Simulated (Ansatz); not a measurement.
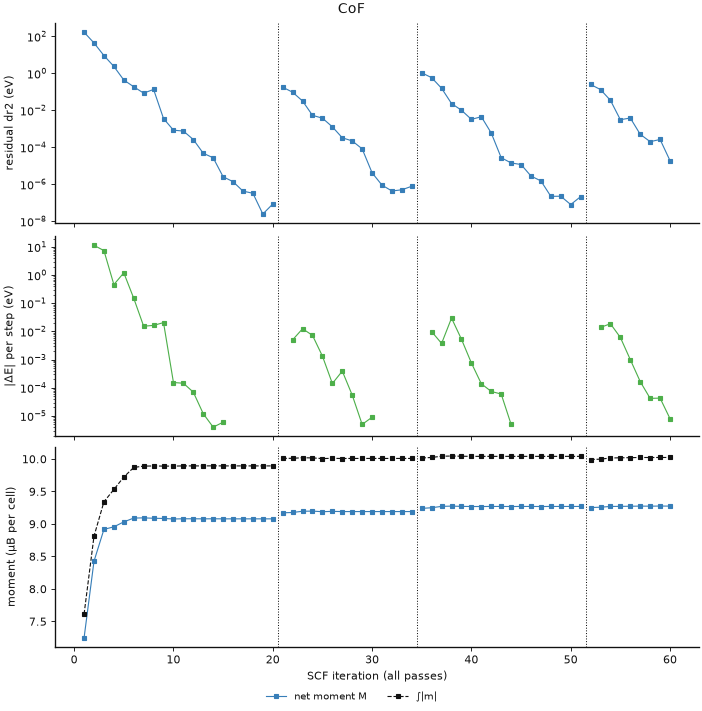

The plot shows the SCF iterations of a calculation: density residual dr2, step-to-step change of the Harris–Foulkes energy, magnetic moments. Each stretch between dotted lines is the SCF of one geometry step of a relaxation. Energy differences below 3 × 10⁻⁶ eV aren't drawn. dr2 is the charge part; the magnetisation has a residual of its own.

System: CoF (P1, 8 atoms in the cell).
Method: DFT PBE, scalar-relativistic, plane waves, PAW (Ansatz); cutoff 420 eV, 8×6×4 k-mesh, Gaussian smearing of 0.1 eV, collinear spins.

### Did the calculation converge?

It did not finish: the time limit cut it off after 60 iterations in all. There are 4 passes, of 20, 14, 17 and 9 iterations. In pass 4, the residual goes from 0.25 at the first step to 1.9 × 10⁻⁵ at the last.

### What happens to the magnetisation?

The net moment goes from 7.2 to 9.3 μB per cell, though in an unconverged run this needn't be final.
